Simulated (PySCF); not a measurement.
## Run report: RuH$_{2}$O$_{3}$, frequency calculation

System: RuH$_{2}$O$_{3}$.
Method: RKS-based PBE0, Ru def2-TZVP with ECP28, O def2-TZVP, H def2-TZVP; non-relativistic Hamiltonian with a scalar-relativistic core potential; density fitting (PySCF 2.14.0).

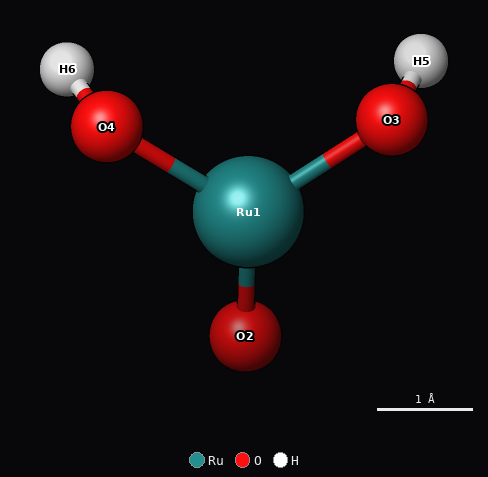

Figure 1. The structure (ball-and-stick view, seen at a tilt; atoms are numbered from 1 in the order of the input). Sticks mark near contacts.

Input file:
```python
from pyscf import gto, scf, dft
mol = gto.M(atom='''
Ru     0.075838    -0.012159     0.016638
O      1.622459    -0.205139    -0.399141
O     -0.758372     1.611371     0.289047
O     -1.186860    -1.356925     0.072858
H     -1.034410     2.078794    -0.507346
H     -1.566879    -1.609816    -0.775998''',
    basis={'Ru': 'def2-TZVP', 'O': 'def2-TZVP', 'H': 'def2-TZVP'},
    ecp={'Ru': 'def2-TZVP'},
    charge=0, spin=0)
mf = dft.RKS(mol, xc='PBE0')
mf.grids.atom_grid = (75, 302)
aux = {'Ru': 'def2-universal-JKFIT', 'O': 'def2-universal-JKFIT', 'H': 'def2-universal-JKFIT'}
mf = mf.density_fit(auxbasis=aux)
mf.conv_tol = 1e-09
mf.diis_space = 10
mf.max_cycle = 60
mf.verbose = 4
mf.kernel()
```

The script is an equivalent of the set-up of the self-consistent field. The run itself was carried out by a driver, which started from the orbitals of the step before it where there was one and computed the further properties.

Hardware: 4 threads of Arm Neoverse V2, 24 GiB of memory available, shared host.

Run as:
```bash
OMP_NUM_THREADS=4 python axn.py task.json out
```

What the program printed:
```
init E= -321.619562028385
  HOMO = -0.26407128361016  LUMO = -0.137129733767956  gap/eV = 3.45426
cycle= 1 E= -321.619562028362  delta_E= 2.23e-11  |g|= 1.31e-05  |ddm|= 1.18e-05
  HOMO = -0.264069541528449  LUMO = -0.137127400031179  gap/eV = 3.45427
cycle= 2 E= -321.619562028169  delta_E= 1.93e-10  |g|= 3.44e-05  |ddm|= 2.58e-05
  HOMO = -0.264070558969819  LUMO = -0.137128961106868  gap/eV = 3.45426
cycle= 3 E= -321.619562028392  delta_E= -2.22e-10  |g|= 5.1e-06  |ddm|= 1.89e-05
  HOMO = -0.264070758513133  LUMO = -0.137129059983049  gap/eV = 3.45426
cycle= 4 E= -321.619562028397  delta_E= -5.17e-12  |g|= 4.7e-07  |ddm|= 2.21e-06
  HOMO = -0.264070718594891  LUMO = -0.137129012938953  gap/eV = 3.45426
Extra cycle  E= -321.619562028398  delta_E= -1.19e-12  |g|= 5.49e-07  |ddm|= 2.43e-06
converged SCF energy = -321.619562028398
```

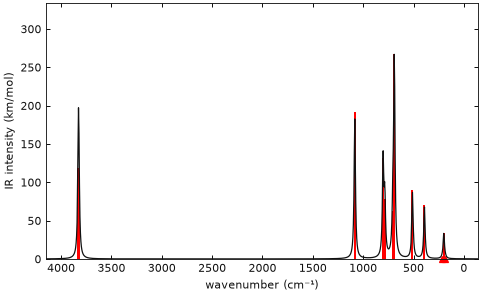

Figure 2. Harmonic infrared spectrum, unscaled: sticks (degenerate modes added up, dark ones marked on the axis) with a Lorentzian envelope of 16 cm⁻¹ full width, scaled to the tallest stick. 12 modes from 185 to 3828 cm⁻¹, none imaginary. The strongest line is at 691 cm⁻¹ (267 km/mol). All modes, in cm⁻¹ (km/mol): 185 (1.5), 199 (34), 214 (1.3), 392 (70), 510 (90), 691 (267), 705 (62), 785 (78), 802 (131), 1083 (191), 3825 (101), 3828 (118).

Results in brief:

- outcome: converged
- total energy: −321.619562 hartree
- HOMO: −7.19 eV
- LUMO: −3.73 eV
- zero-point energy: 0.030116 hartree
- dipole moment: 2.48 D
- wavenumbers, lowest and highest: 185 and 3828 cm⁻¹
- wall time: 86 s (CPU time 4.7 min)
- peak memory: 1.8 GiB
